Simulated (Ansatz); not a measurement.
## CH₇FNSn: one change and its effect

System: CH₇FNSn, multiplicity 2.
Method of run 1: UHF-MP2, frozen core/def2-SVP (Ansatz 0.2.0).

Text and figures count atoms from 1; the logs count them from 0 in places.

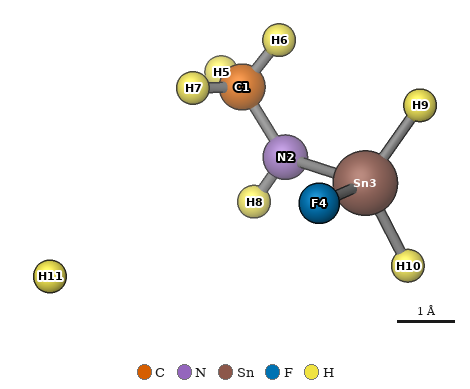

The structure as given in the input (ball-and-stick view, seen at a tilt; atoms are numbered from 1 in the order of the input). Sticks mark near contacts. Bond lengths as drawn: C–H 1.10 Å, C–N 1.45 Å, F–Sn 1.95 Å, H–N 1.02 Å, H–Sn 1.70 Å and N–Sn 2.01 Å.

**Input file, run 1**
```yaml
crystal:
  periodic: [false, false, false]
  atoms:
    - { symbol: C, position_ang: [1.869584, -0.58543, -0.220908] }
    - { symbol: "N", position_ang: [1.017479, 0.42246, 0.389518] }
    - { symbol: Sn, position_ang: [-0.840089, 0.827146, -0.272154] }
    - { symbol: F, position_ang: [-2.046974, -0.664176, 0.103544] }
    - { symbol: H, position_ang: [2.931826, -0.362735, -0.032428] }
    - { symbol: H, position_ang: [1.732125, -0.575826, -1.312394] }
    - { symbol: H, position_ang: [1.676034, -1.61696, 0.123479] }
    - { symbol: H, position_ang: [1.144422, 0.47928, 1.397085] }
    - { symbol: H, position_ang: [-0.795432, 0.92443, -1.964103] }
    - { symbol: H, position_ang: [-1.477265, 2.130933, 0.603958] }
    - { symbol: H, position_ang: [0.0, -3.2, 3.9] }
magnetization:
  spin_polarized: true
  initial_magnetization: 1
basis:
  gaussian: { orbitals: def2-SVP }
hamiltonian:
  xc: hf
output:
  forces: true
correlation:
  method: mp2
scf:
  omitted_lower_state_checks: [cluster_reference]
```

Command:
```bash
ansatz run input.yaml --threads 1 --pin off --max-ram 2560MiB --backend cpu --events-out ev --progress --plain --runs-dir out
```

Hardware: 1 thread of Arm Neoverse V2, 112 GiB of memory available, shared host.

**Output (run 1)**
```
Engine: ansatz 0.2.0, aarch64-unknown-linux-gnu
Functional definition: HF
  exchange = exact_x
  correlation = 0
these checks for a lower state are left out or cut short: cluster_reference
1119 factors; integrals over basis functions are off by at most 1.4e-3 eV
mean field evaluation 1: about -11123.9525 eV, gradient 2.9e1 eV
mean field evaluation 2: about -11124.0848 eV, gradient 2.9e1 eV
mean field evaluation 4: about -11127.8264 eV, gradient 2.3e0 eV
mean field evaluation 8: about -11127.8813 eV, gradient 1.8e-1 eV
mean field evaluation 16: about -11127.8818 eV, gradient 2.5e-6 eV
mean field -11127.88178119 eV, -408.9421127094 hartree, gradient 2.5e-6 eV, S^2 0.750000; 0 other end points of the search recorded, 0 dependent functions left out
7 core orbitals not correlated: weight in the atoms' cores, before any rotation towards them, 1.000 or more for the frozen orbitals, at most 0.000 for the correlated occupied ones
reference -11127.88178119 eV, -408.9421127094 hartree; 19, 18 occupied and 77, 78 virtual orbitals, 1119 factors
second order -16.89937703 eV of doubles, -0.00000000 eV of singles
the calculation of the forces begins
Total energy: -11144.78115822 eV, -409.5631533606 hartree
Atom 0 at     1.869584    -0.585430    -0.220908 Å, force    -0.000551     0.000837    -0.000177 eV/Å
Atom 1 at     1.017479     0.422460     0.389518 Å, force    -0.000558     0.000213     0.001997 eV/Å
Atom 2 at    -0.840089     0.827146    -0.272154 Å, force     0.000488     0.000048    -0.002280 eV/Å
Atom 3 at    -2.046974    -0.664176     0.103544 Å, force     0.000061    -0.000316     0.000449 eV/Å
Atom 4 at     2.931826    -0.362735    -0.032428 Å, force     0.000167    -0.000393    -0.000257 eV/Å
Atom 5 at     1.732125    -0.575826    -1.312394 Å, force     0.000153     0.000117    -0.000010 eV/Å
Atom 6 at     1.676034    -1.616960     0.123479 Å, force    -0.000498    -0.000317     0.000283 eV/Å
Atom 7 at     1.144422     0.479280     1.397085 Å, force     0.000939    -0.000301     0.000351 eV/Å
Atom 8 at    -0.795432     0.924430    -1.964103 Å, force    -0.000502    -0.000090     0.000018 eV/Å
Atom 9 at    -1.477265     2.130933     0.603958 Å, force     0.000185    -0.000325     0.000282 eV/Å
Atom 10 at     0.000000    -3.200000     3.900000 Å, force     0.000115     0.000526    -0.000654 eV/Å
Dipole moment:     0.392093     0.299596    -0.002585 e Å
Checks for a lower state left out: cluster_reference
```

For run 2 the input was changed thus:
```diff
-    - { symbol: H, position_ang: [0.0, -3.2, 3.9] }
+    - { symbol: H, position_ang: [-0.64, 1.28, 3.9] }
```

How does run 2 compare with run 1?

On the same kind of shared host run 2 took about 180 times as long.

**Output (run 2)**
```
Engine: ansatz 0.2.0, aarch64-unknown-linux-gnu
Functional definition: HF
  exchange = exact_x
  correlation = 0
these checks for a lower state are left out or cut short: cluster_reference
1121 factors; integrals over basis functions are off by at most 1.4e-3 eV
mean field evaluation 1: about -11123.8692 eV, gradient 2.9e1 eV
mean field evaluation 2: about -11124.0031 eV, gradient 2.9e1 eV
mean field evaluation 4: about -11127.8210 eV, gradient 2.3e0 eV
mean field evaluation 8: about -11127.8798 eV, gradient 1.8e-1 eV
mean field evaluation 16: about -11127.8803 eV, gradient 2.6e-6 eV
mean field -11127.88026068 eV, -408.9420568317 hartree, gradient 2.6e-6 eV, S^2 0.750004; 0 other end points of the search recorded, 0 dependent functions left out
7 core orbitals not correlated: weight in the atoms' cores, before any rotation towards them, 1.000 or more for the frozen orbitals, at most 0.000 for the correlated occupied ones
reference -11127.88026068 eV, -408.9420568317 hartree; 19, 18 occupied and 77, 78 virtual orbitals, 1121 factors
second order -16.90386118 eV of doubles, -0.00000000 eV of singles
the calculation of the forces begins
Total energy: -11144.78412185 eV, -409.5632622721 hartree
Atom 0 at     1.869584    -0.585430    -0.220908 Å, force    -0.001017     0.002042    -0.000727 eV/Å
Atom 1 at     1.017479     0.422460     0.389518 Å, force    -0.000908    -0.000849     0.003107 eV/Å
Atom 2 at    -0.840089     0.827146    -0.272154 Å, force     0.002812     0.008236     0.006136 eV/Å
Atom 3 at    -2.046974    -0.664176     0.103544 Å, force    -0.002013    -0.003756    -0.000718 eV/Å
Atom 4 at     2.931826    -0.362735    -0.032428 Å, force     0.000263    -0.000404    -0.000259 eV/Å
Atom 5 at     1.732125    -0.575826    -1.312394 Å, force    -0.000021    -0.000017    -0.000152 eV/Å
Atom 6 at     1.676034    -1.616960     0.123479 Å, force    -0.000557    -0.000464     0.000100 eV/Å
Atom 7 at     1.144422     0.479280     1.397085 Å, force     0.001128    -0.000379    -0.003173 eV/Å
Atom 8 at    -0.795432     0.924430    -1.964103 Å, force    -0.000146    -0.001720     0.000090 eV/Å
Atom 9 at    -1.477265     2.130933     0.603958 Å, force     0.000572    -0.002125    -0.005059 eV/Å
Atom 10 at    -0.640000     1.280000     3.900000 Å, force    -0.000114    -0.000563     0.000654 eV/Å
Dipole moment:     0.391416     0.300780     0.001102 e Å
Checks for a lower state left out: cluster_reference
```

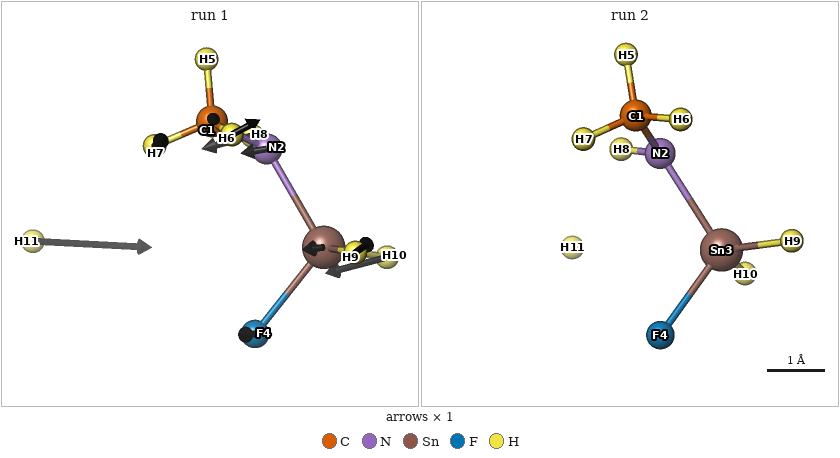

The two input geometries at one scale (ball-and-stick view, seen at a tilt). The black arrows on the first give the shifts of the atoms after the best rigid fit, at true length. H11 moves most after the best rigid fit: 2.20 Å. By element the largest moves are H 2.20 Å, F 0.68 Å, N 0.48 Å, Sn 0.44 Å, C 0.28 Å.

**The two runs side by side**

| quantity | run 1 | run 2 |
| --- | --- | --- |
| outcome | converged | converged |
| total energy (hartree) | −409.563153 | – |
| ⟨S²⟩ | 0.750 | – |
| largest force (eV/Å) | 0.002 | – |
| wall time (shared host) | 9 s | 27 min |
